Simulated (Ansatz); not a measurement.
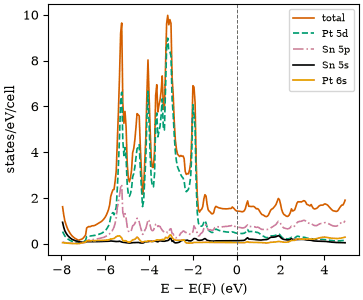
*Total and projected density of states of SnPt (NiAs type, P6_3/mmc), the program Ansatz at the PBEsol level (PAW)*

**Question.** Which orbitals carry the states next to the Fermi level?

**Answer.** Within 0.5 eV of the Fermi level: Sn 5p 50 %, Pt 5d 33 %, Sn 5s 10 %. Projections are on Löwdin-orthogonalised atomic valence shells; empty p or d shells of many metals are not among them.

**Question.** Where is the tallest occupied peak in this window, and what makes it?

**Answer.** Near -3.1 eV, about 10.0 states/eV per cell; the largest projected share is Pt 5d.

The first step of the workflow began from a Materials Project structure, measured or hypothetical; the Crystallography Open Database files this formula in space group No. 194, but the cells were not matched. Whether it is the stable phase at ambient conditions was not checked. The PBEsol relaxation kept the symmetry of its start; its stability against distortions is not shown here. The run is not spin-polarised. Spin–orbit coupling is left out wherever it is not named.

Potentials: the later of the program's two PAW sets.
